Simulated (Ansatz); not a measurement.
Li₉H₈ (charge +1): geometry relaxation (part 2 of 2)

Li₉H₈, charge +1; RKS PBE-D4/def2-SVP (Ansatz 0.2.0). The geometry: GFN1-xTB start.

Geometry of the input (Å):
```
Li 1.2902  -0.2391  -2.7123
Li -0.3478  1.4539  -0.0194
Li 0.1614  -1.6332  -0.6706
Li 0.5138  -0.4828  1.4203
Li -3.0498  2.3266  1.3594
Li -1.2892  1.0891  2.8749
Li -2.3763  0.0834  0.8626
Li 2.4113  -2.2641  -1.9810
Li 2.4314  -0.0672  -0.6581
H  0.0849  1.2220  1.8638
H  0.6723  -1.9450  -2.3244
H  1.7410  -1.3601  0.3833
H  -2.9414  0.9460  2.4530
H  3.0509  -0.6674  -2.2449
H  -1.0901  -1.0820  0.6386
H  -2.1538  1.7474  -0.0091
H  0.8912  0.8724  -1.2360
```

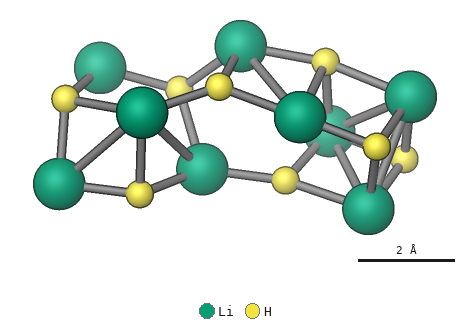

Figure 1. The geometry at step 5 of the log (ball-and-stick view, seen at a tilt).

## Log, continued
```
relax step  10: F+E_penalty+E_count = -1964.31856897 eV  Δ(F+E_penalty+E_count) = -1.004e-4 eV  max|allowed force component| = 1.407e-2 eV/Å  Δτ_max = 0.0228 Å  (11 SCF iters, accepted)
Total energy: -1964.31868561 eV, -72.1873802330 hartree
Atom 0 at     1.550311    -0.255375    -2.849414 Å, force     0.002189    -0.002000     0.003975 eV/Å
Atom 1 at    -0.617564     1.085524    -0.163375 Å, force     0.005124     0.004526    -0.005577 eV/Å
Atom 2 at    -0.041431    -1.379134    -1.103796 Å, force     0.004674    -0.004649     0.001872 eV/Å
Atom 3 at     0.401778    -0.924042     1.376907 Å, force     0.002970    -0.000467     0.008018 eV/Å
Atom 4 at    -3.077385     2.439243     1.348284 Å, force    -0.005340    -0.004220    -0.000506 eV/Å
Atom 5 at    -0.797780     1.379694     2.923963 Å, force     0.003446    -0.006313     0.006876 eV/Å
Atom 6 at    -2.511428    -0.003720     1.062054 Å, force    -0.008792    -0.001237     0.001615 eV/Å
Atom 7 at     2.470186    -2.092677    -1.411158 Å, force    -0.004073     0.001375    -0.000123 eV/Å
Atom 8 at     2.178432     0.238643    -0.424902 Å, force    -0.003008     0.002427     0.008103 eV/Å
Atom 9 at     0.311611     0.887591     1.658234 Å, force    -0.012078    -0.004089    -0.012749 eV/Å
Atom 10 at     0.979409    -1.932466    -2.443400 Å, force    -0.001895     0.000318    -0.002507 eV/Å
Atom 11 at     1.571360    -1.436900     0.171656 Å, force    -0.000490     0.000909    -0.007573 eV/Å
Atom 12 at    -2.519550     1.258201     2.583571 Å, force     0.005259     0.004556    -0.004200 eV/Å
Atom 13 at     3.039750    -0.411274    -1.819514 Å, force    -0.003173     0.001185    -0.001034 eV/Å
Atom 14 at    -1.133662    -0.913034     0.395685 Å, force     0.007268     0.014074     0.002435 eV/Å
Atom 15 at    -2.378157     1.543200     0.051654 Å, force     0.011996    -0.003331     0.001330 eV/Å
Atom 16 at     0.574121     0.516536    -1.356448 Å, force    -0.004077    -0.003065     0.000045 eV/Å
Dipole moment:    -0.722759     0.766511     1.068868 e Å
Checks for a lower state left out: stability, starts, cluster_reference, orbital_swaps, neighbouring_geometries, increment
```

## Trajectory as extended XYZ (Å, eV, eV/Å), 6 of the 10 frames kept, from step=1 to step=10
```
17
Properties=species:S:1:pos:R:3:forces:R:3 step=1 energy=-1963.80527
Li    1.2902   -0.2391   -2.7123   -0.1752   0.2170  -0.3532
Li   -0.3478    1.4539   -0.0194    0.0595   0.2962  -0.2411
Li    0.1614   -1.6332   -0.6706   -0.3644  -0.1400   0.0024
Li    0.5138   -0.4828    1.4203    0.2005  -0.2443   0.2297
Li   -3.0498    2.3266    1.3594   -0.3458   0.3341  -0.1672
Li   -1.2892    1.0891    2.8749    0.2063   0.0284   0.5940
Li   -2.3763    0.0834    0.8626   -0.3138  -0.3612  -0.2852
Li    2.4113   -2.2641   -1.9810    0.1290  -0.3575  -0.0549
Li    2.4314   -0.0672   -0.6581    0.3177   0.3669   0.1973
H     0.0849    1.2220    1.8638   -0.0336  -0.2056  -0.1950
H     0.6723   -1.9450   -2.3244    0.1911   0.1359   0.1243
H     1.7410   -1.3601    0.3833   -0.1991   0.0796  -0.2103
H    -2.9414    0.9460    2.4530    0.1873   0.1147  -0.2246
H     3.0509   -0.6674   -2.2449   -0.3087   0.0457   0.1985
H    -1.0901   -1.0820    0.6386    0.3760   0.2618  -0.0197
H    -2.1538    1.7474   -0.0091    0.0745  -0.1935   0.2180
H     0.8912    0.8724   -1.2360   -0.0013  -0.3782   0.1868
17
Properties=species:S:1:pos:R:3:forces:R:3 step=3 energy=-1964.19234
Li    1.2090   -0.1468   -2.7123    0.0861  -0.1406  -0.0759
Li   -0.3591    1.4005   -0.0729   -0.0933  -0.0289   0.1693
Li   -0.0004   -1.5526   -0.7378    0.1354   0.0326  -0.1724
Li    0.6194   -0.6566    1.4770   -0.0149  -0.0030   0.0554
Li   -3.1264    2.3677    1.1595    0.0140  -0.0181   0.0232
Li   -1.1457    1.1405    3.0117    0.0011   0.0435  -0.0272
Li   -2.4278   -0.0405    0.7999    0.0038   0.1032   0.0743
Li    2.3741   -2.2302   -1.8287   -0.0487   0.0886   0.0904
Li    2.4519    0.0946   -0.5621   -0.0208  -0.0742   0.0053
H     0.2184    1.0641    1.9085   -0.0136  -0.0154  -0.0682
H     0.6820   -1.8744   -2.3366   -0.0355  -0.0039   0.0022
H     1.7077   -1.4097    0.2584    0.0259  -0.0006  -0.0802
H    -2.7760    1.0958    2.3616   -0.0113  -0.0133  -0.0047
H     2.9276   -0.5720   -2.1217   -0.0130   0.0610  -0.0177
H    -0.9647   -0.9564    0.6128   -0.0682  -0.0143   0.0570
H    -2.1790    1.6054   -0.0684    0.0275  -0.0342  -0.0495
H     0.7892    0.6708   -1.1489    0.0256   0.0176   0.0186
17
Properties=species:S:1:pos:R:3:forces:R:3 step=5 energy=-1964.28818
Li    1.3475   -0.2092   -2.8234    0.0347  -0.0431  -0.0216
Li   -0.4416    1.2369   -0.0238   -0.0219  -0.0220   0.0161
Li   -0.0175   -1.3626   -0.9211   -0.0268   0.0274  -0.0288
Li    0.5719   -0.7985    1.4505   -0.0127  -0.0272   0.0136
Li   -3.1148    2.3849    1.1734   -0.0032   0.0069   0.0051
Li   -1.0382    1.2637    3.0066    0.0243   0.0088  -0.0171
Li   -2.4527   -0.0237    0.9312   -0.0141  -0.0196   0.0047
Li    2.3589   -2.1485   -1.5768    0.0365  -0.0166  -0.0019
Li    2.3648    0.1598   -0.5270    0.0172   0.0035  -0.0006
H     0.2488    0.9732    1.8359   -0.0111  -0.0022  -0.0014
H     0.7593   -1.8849   -2.3982    0.0335   0.0053  -0.0115
H     1.7027   -1.4364    0.1846   -0.0365   0.0374   0.0014
H    -2.6997    1.1818    2.4335    0.0132   0.0023   0.0164
H     2.9650   -0.5002   -2.0350    0.0008  -0.0031   0.0069
H    -1.0052   -0.9338    0.5392   -0.0200   0.0122   0.0250
H    -2.2368    1.5406   -0.0546   -0.0005   0.0062   0.0240
H     0.6877    0.5571   -1.1951   -0.0132   0.0237  -0.0303
17
Properties=species:S:1:pos:R:3:forces:R:3 step=6 energy=-1964.30270
Li    1.4628   -0.2678   -2.8920    0.0241  -0.0230   0.0266
Li   -0.5024    1.1565   -0.0358    0.0014   0.0094  -0.0168
Li   -0.0384   -1.2718   -1.0291   -0.0091  -0.1013  -0.0160
Li    0.5034   -0.8735    1.4325    0.0221   0.0061  -0.0277
Li   -3.1167    2.3995    1.2303    0.0095   0.0079   0.0133
Li   -0.9591    1.3190    3.0030    0.0206  -0.0036  -0.0307
Li   -2.4847   -0.0204    1.0038    0.0108  -0.0221  -0.0119
Li    2.3882   -2.1324   -1.4547   -0.0010  -0.0110  -0.0845
Li    2.3168    0.2046   -0.5209   -0.0376   0.0142   0.0038
H     0.2643    0.9281    1.7912   -0.0216  -0.0100   0.0210
H     0.8465   -1.9082   -2.4233    0.0136   0.0053   0.0294
H     1.6547   -1.4042    0.1610   -0.0208   0.0216   0.0685
H    -2.6449    1.2202    2.5006    0.0050  -0.0011   0.0192
H     3.0164   -0.4869   -1.9770   -0.0104  -0.0066   0.0323
H    -1.0517   -0.9174    0.4834   -0.0139   0.0246   0.0013
H    -2.2850    1.5262   -0.0037   -0.0154   0.0112   0.0105
H     0.6297    0.5285   -1.2692    0.0227   0.0782  -0.0384
17
Properties=species:S:1:pos:R:3:forces:R:3 step=8 energy=-1964.31777
Li    1.5219   -0.2557   -2.8469    0.0098  -0.0037  -0.0037
Li   -0.5845    1.1045   -0.1364   -0.0071   0.0025  -0.0129
Li   -0.0415   -1.3666   -1.0773    0.0053  -0.0114  -0.0183
Li    0.4263   -0.9083    1.3904    0.0047  -0.0158   0.0017
Li   -3.0893    2.4280    1.3290    0.0031  -0.0009  -0.0021
Li   -0.8297    1.3602    2.9272    0.0138  -0.0050  -0.0053
Li   -2.5094   -0.0066    1.0388    0.0082  -0.0111  -0.0035
Li    2.4512   -2.1013   -1.4252    0.0041   0.0049  -0.0037
Li    2.2012    0.2370   -0.4329    0.0053  -0.0144  -0.0246
H     0.3110    0.8975    1.6686   -0.0142   0.0152   0.0223
H     0.9479   -1.9303   -2.4358   -0.0047   0.0011   0.0043
H     1.5852   -1.4306    0.1722   -0.0015   0.0044   0.0072
H    -2.5462    1.2361    2.5610    0.0025   0.0078   0.0069
H     3.0288   -0.4264   -1.8478   -0.0015   0.0087   0.0159
H    -1.1089   -0.9074    0.4143   -0.0221   0.0113   0.0100
H    -2.3485    1.5481    0.0429   -0.0064   0.0008   0.0000
H     0.5845    0.5220   -1.3421    0.0008   0.0056   0.0057
17
Properties=species:S:1:pos:R:3:forces:R:3 step=10 energy=-1964.31857
Li    1.5503   -0.2554   -2.8494    0.0022  -0.0020   0.0040
Li   -0.6176    1.0855   -0.1634    0.0051   0.0045  -0.0056
Li   -0.0414   -1.3791   -1.1038    0.0047  -0.0046   0.0019
Li    0.4018   -0.9240    1.3769    0.0030  -0.0005   0.0080
Li   -3.0774    2.4392    1.3483   -0.0053  -0.0042  -0.0005
Li   -0.7978    1.3797    2.9240    0.0034  -0.0063   0.0069
Li   -2.5114   -0.0037    1.0621   -0.0088  -0.0012   0.0016
Li    2.4702   -2.0927   -1.4112   -0.0041   0.0014  -0.0001
Li    2.1784    0.2386   -0.4249   -0.0030   0.0024   0.0081
H     0.3116    0.8876    1.6582   -0.0121  -0.0041  -0.0127
H     0.9794   -1.9325   -2.4434   -0.0019   0.0003  -0.0025
H     1.5714   -1.4369    0.1717   -0.0005   0.0009  -0.0076
H    -2.5196    1.2582    2.5836    0.0053   0.0046  -0.0042
H     3.0398   -0.4113   -1.8195   -0.0032   0.0012  -0.0010
H    -1.1337   -0.9130    0.3957    0.0073   0.0141   0.0024
H    -2.3782    1.5432    0.0517    0.0120  -0.0033   0.0013
H     0.5741    0.5165   -1.3564   -0.0041  -0.0031   0.0000
```

## Key numbers

| quantity | value |
| --- | --- |
| outcome | converged |
| total energy | −1964.3187 eV |
| mean-field energy | −1964.0266 eV |
| dispersion energy | −0.2921 eV |
| HOMO | −8.25 eV |
| LUMO | −4.75 eV |
| largest force (length of the vector) at the end | 0.018 eV/Å |
| hardware | 4 threads of Arm Neoverse V1, 23 GiB of memory available, shared host |
| wall time | 15 s (CPU time 55 s) |
| peak memory | 0.14 GiB |
